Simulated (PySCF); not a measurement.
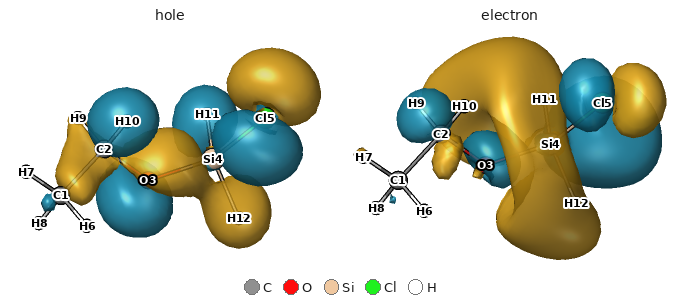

C$_{2}$H$_{7}$ClOSi, SMILES `CCO[SiH2]Cl`. Leading natural transition orbital pair of S₃ (full linear response singlet states); the surfaces enclose about 78 % of each orbital's density.

Method: CAM-B3LYP/def2-SVP; geometry: GFN2-xTB; program: PySCF. No frequency check shows the geometry to be a minimum. GFN2-xTB bond lengths at metals and heavier atoms can be off by up to 0.1 Å and shapes distorted, which carries into these values. Without diffuse functions Rydberg states are missing, so the states' numbers hold for this basis only.

Input script:

```python
import numpy as np
from pyscf import gto, scf, dft, tdscf
from pyscf.scf import atom_ks, atom_hf
from scipy.linalg import block_diag

def solve(mol, dm0=None, hcore=None):
    mf = (dft.UKS if mol.spin else dft.RKS)(mol, xc='camb3lyp')
    mf.grids.level = 3
    mf = mf.density_fit(auxbasis='def2-universal-jkfit')
    mf.conv_tol, mf.max_cycle = 1e-8, 80
    if hcore is not None:
        mf.get_hcore = lambda *args: hcore
    mf.kernel(dm0)
    if not mf.converged:
        mf = mf.newton().run(mf.mo_coeff, mf.mo_occ, max_cycle=30)
    assert mf.converged, 'SCF not converged'
    return mf

mol = gto.M(atom='''
C      2.89572     0.42974    -0.29194
C      1.61231     0.28574     0.50993
O      0.75101    -0.61124    -0.14437
Si    -0.82466    -0.90391     0.00630
Cl    -1.87443     0.82017    -0.05913
H      2.67327     0.82016    -1.28151
H      3.57449     1.10952     0.21540
H      3.37514    -0.53947    -0.40109
H      1.83034    -0.10062     1.51278
H      1.11789     1.25856     0.61575
H     -1.16489    -1.53174     1.28019
H     -1.05195    -1.70745    -1.17750
''', basis='def2-svp', charge=0, spin=0, verbose=4)
mf = solve(mol)
td = mf.TDDFT()
td.nstates, td.singlet, td.conv_tol = 5, True, 1e-5
td.kernel()
td.analyze()
x, y = np.array([p[0] for p in td.xy]), np.array([p[1] + 0 * p[0] for p in td.xy])
f, mu = td.oscillator_strength(), td.transition_dipole()
nto = [td.get_nto(state=i + 1, verbose=4) for i in range(len(td.e))]
# spherically averaged free atoms, for the promolecule
atm = atom_ks.get_atm_nrks(mol, xc='camb3lyp')
pro = block_diag(*[(atm[a[0]][2] * atm[a[0]][3]) @ atm[a[0]][2].T for a in mol._atom])
np.savez('result.npz', e=td.e, f=f, ok=td.converged, w=[n[0] for n in nto], nto=[n[1] for n in nto], x=x, y=y, c=mf.mo_coeff, occ=mf.mo_occ, eps=mf.mo_energy, pro=pro, mu=mu)
```

Launched as:

```sh
OMP_NUM_THREADS=1 python input.py
```

The run took 11 min on 1 thread of Arm Neoverse V2, with other jobs on the host, peak memory 0.8 GiB.

### Give its energy and the atoms that hole and electron lie on.

8.63 eV (144 nm), f = 0.003; the leading pair carries 62 %; hole on O3 (38 %), Cl5 (24 %) and Si4 (11 %), electron on Si4 (49 %), Cl5 (14 %) and O3 (9 %) (shares are of the whole state, not of the leading pair alone); their centroids lie 0.8 Å apart; S₂ lies within 0.1 eV of it. In canonical orbitals it is mainly HOMO−1 → LUMO (55 %). The HOMO–LUMO gap is 11.87 eV.
